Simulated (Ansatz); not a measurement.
**NH3 (ammonia): levels of theory compared**

Wanted: a comparison of 6 runs (B2PLYP/6-31G, B3LYP/6-31G, UB3LYP/6-31G, UPBE/3-21G, wB97X/6-31G, CCSDT(Q)/3-21G) of NH3 (ammonia). 

Program for the calculation: Ansatz 0.2.0.

48 further runs of the same task are left out: 48 set aside as unsound or not needed.

## (1) The structure to begin with

The species is NH3 (4 atoms), meant as a singlet with charge 0. As SMILES, `N`. The H2–N1 distance was set to 1.519 Å, away from the relaxed value. At this shape a bond of the SMILES string is far longer than usual.

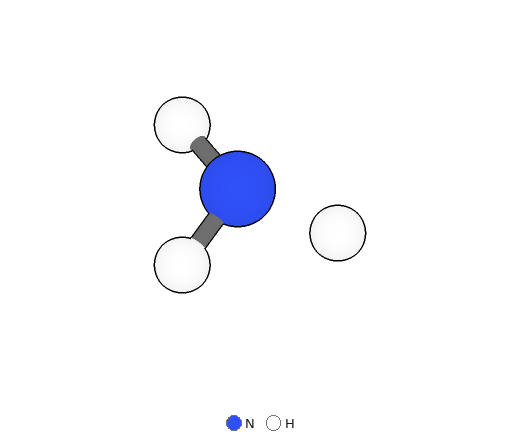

The structure, seen from a chosen angle (nitrogen blue, hydrogen white).

## (2) The energy at B2PLYP/6-31G (run 1)

run.yaml reads:

```yaml
crystal:
  periodic: [false, false, false]
  atoms:
    - {symbol: "N", position_ang: [-0.350120, 0.525135, -0.208218]}
    - {symbol: H, position_ang: [0.490470, -0.301820, 0.749180]}
    - {symbol: H, position_ang: [-1.167690, -0.026275, -0.438058]}
    - {symbol: H, position_ang: [0.186710, 0.629945, -1.060348]}
basis:
  gaussian:
    orbitals: 6-31G
correlation:
  frozen_orbitals: {H: 0, "N": 1}
hamiltonian:
  xc: {name: B2PLYP}
accuracy: high
```

Launch:

```sh
$ ansatz run run.yaml --threads 1 --pin off --max-ram 3480MiB --events-out events.jsonl --progress --plain --runs-dir runs
```

The log of the run:

```text
Warning: RAYON_NUM_THREADS=1 ignored (pool sized by the plan → 1); use --threads N
Functional definition: B2PLYP
  name "B2PLYP"
  parameter a = 0.53
  parameter c = 0.27
  exchange = (1 - a)*b88_x + a*exact_x
  correlation = (1 - c)*lyp_c + c*(mp2_os + mp2_ss)
349 factors; integrals over basis functions are off by at most 9.2e-9 eV
mean field evaluation 1: about -1528.9999 eV, gradient 3.8e1 eV
mean field evaluation 2: about -1528.9955 eV, gradient 3.8e1 eV
mean field evaluation 4: about -1532.4158 eV, gradient 8.0e-1 eV
mean field evaluation 8: about -1532.4195 eV, gradient 1.6e-2 eV
mean field evaluation 16: about -1532.4195 eV, gradient 4.3e-7 eV
mean field -1532.41954339 eV, -56.3153795082 hartree, gradient 3.9e-8 eV, S^2 0.000000; 0 other end points of the search recorded, 0 dependent functions left out
1 core orbitals not correlated: weight in the atoms' cores, before any rotation towards them, 1.000 or more for the frozen orbitals, at most 0.000 for the correlated occupied ones
reference -1532.41955811 eV, -56.3153800491 hartree; 4, 4 occupied and 10, 10 virtual orbitals, 349 factors
second order -4.55293813 eV of doubles, -0.00000000 eV of singles
Total energy: -1533.64885140 eV, -56.3605557445 hartree
```

It took 0.4 s on 1 thread of Intel Xeon 6975P-C (Granite Rapids), shared host.

## (3) The energy at B3LYP/6-31G (run 2)

run.yaml, as its differences from that of step 2:

```diff
@@ -1 +1,4 @@
+basis:
+  gaussian:
+    orbitals: 6-31G
 crystal:
@@ -7,9 +10,4 @@
     - {symbol: H, position_ang: [0.186710, 0.629945, -1.060348]}
-basis:
-  gaussian:
-    orbitals: 6-31G
-correlation:
-  frozen_orbitals: {H: 0, "N": 1}
 hamiltonian:
-  xc: {name: B2PLYP}
+  xc: {name: B3LYP}
 accuracy: high
```

Launch:

```sh
$ ansatz run run.yaml --threads 1 --pin off --max-ram 3480MiB --events-out events.jsonl --progress --plain --runs-dir runs
```

The log of the run:

```text
Warning: RAYON_NUM_THREADS=1 ignored (pool sized by the plan → 1); use --threads N
Functional definition: B3LYP
  name "B3LYP"
  parameter a0 = 0.2
  parameter ax = 0.72
  parameter ac = 0.81
  exchange = (1 - a0 - ax)*slater_x + ax*b88_x + a0*exact_x
  correlation = (1 - ac)*vwn_rpa_c + ac*lyp_c
349 factors; integrals over basis functions are off by at most 9.2e-9 eV
mean field evaluation 1: about -1530.2169 eV, gradient 5.1e1 eV
mean field evaluation 2: about -1519.2067 eV, gradient 7.7e1 eV
mean field evaluation 4: about -1536.0840 eV, gradient 1.2e0 eV
mean field evaluation 8: about -1536.0853 eV, gradient 2.9e-3 eV
mean field evaluation 16: about -1536.0853 eV, gradient 1.1e-8 eV
mean field -1536.08529119 eV, -56.4500932553 hartree, gradient 3.2e-8 eV, S^2 0.000000; 0 other end points of the search recorded, 0 dependent functions left out
reference -1536.08531356 eV, -56.4500940775 hartree; 5, 5 occupied and 10, 10 virtual orbitals, 349 factors
Total energy: -1536.08531356 eV, -56.4500940775 hartree
```

Wall time 0.34 s (1 thread of Intel Xeon 6975P-C (Granite Rapids), shared host).

Runs 3 to 5 aren't shown in full; the table further down has their settings and results.

## (4) A single-point energy at CCSDT(Q)/3-21G (run 6)

job.yaml reads:

```yaml
crystal:
  periodic: [false, false, false]
  atoms:
    - {symbol: "N", position_ang: [-0.350120, 0.525135, -0.208218]}
    - {symbol: H, position_ang: [0.490470, -0.301820, 0.749180]}
    - {symbol: H, position_ang: [-1.167690, -0.026275, -0.438058]}
    - {symbol: H, position_ang: [0.186710, 0.629945, -1.060348]}
basis:
  gaussian: {orbitals: 3-21G.json}
accuracy: high
correlation: {method: ccsdt_q, frozen_orbitals: {H: 0, "N": 1}}
scf: {omitted_lower_state_checks: [cluster_reference, increment]}
```

The basis set 3-21G is read from a file made from the Basis Set Exchange's data (not shown).

Launch:

```sh
$ ansatz run job.yaml --threads 1 --pin off --max-ram 3480MiB --events-out events.jsonl --progress --plain --runs-dir runs
```

The log of the run, cut to the lines that bear on the results:

```text
Warning: RAYON_NUM_THREADS=1 ignored (pool sized by the plan → 1); use --threads N
Functional definition: HF
  name "HF"
[...]
290 factors; integrals over basis functions are off by at most 5.0e-9 eV
[...]
mean field -1517.82649314 eV, -55.7790948033 hartree, gradient 2.0e-8 eV, S^2 0.000000; 0 other end points of the search recorded, 0 dependent functions left out; unrestricted orbitals would lower it
1 core orbitals not correlated: weight in the atoms' cores, before any rotation towards them, 1.000 or more for the frozen orbitals, at most 0.000 for the correlated occupied ones
reference -1517.82649314 eV, -55.7790948033 hartree; 4, 4 occupied and 10, 10 virtual orbitals, 290 factors
second order -3.41292969 eV of doubles, -0.00000000 eV of singles
cycle   1  -3.66344698 eV  change   -2.5e-1 eV  update   6.2e-2
[...]
cycle  21  -4.04056023 eV  change   4.3e-10 eV  update  7.8e-10
perturbative correction -0.00490253 eV, -0.0001801646 hartree
Total energy: -1521.87195591 eV, -55.9277628177 hartree
Checks for a lower state left out: cluster_reference, increment
```

Wall time 0.16 s (1 thread of Intel Xeon 6975P-C (Granite Rapids), shared host).

## (5) Overview of the runs

| run | level | frozen core orbitals | energy (Eh) | wall time |
| --- | --- | --- | --- | --- |
| 1 | B2PLYP/6-31G | 1 | -56.360556 | 0.4 s |
| 2 | B3LYP/6-31G | – | -56.450094 | 0.34 s |
| 3 | UB3LYP/6-31G | – | -56.450094 | 0.42 s |
| 4 | UPBE/3-21G | – | -56.079329 | 0.44 s |
| 5 | wB97X/6-31G | – | -56.424847 | 1.2 s |
| 6 | CCSDT(Q)/3-21G | 1 | -55.927763 | 0.16 s |

## (6) Results

| quantity | value |
| --- | --- |
| run 6: total energy | -55.92776 Eh |
| run 6: correlation energy (1 core orbital frozen) | -148.7 mEh |
| run 6: T1 diagnostic | 0.013 |

In words: Totals of different functionals can't be ranked against each other. In run 6 the log says that unrestricted orbitals would lower the reference, so the values rest on an unstable closed-shell determinant (other closed-shell runs at this shape may share the fault). All runs together took 3 s, the longest 1.2 s.
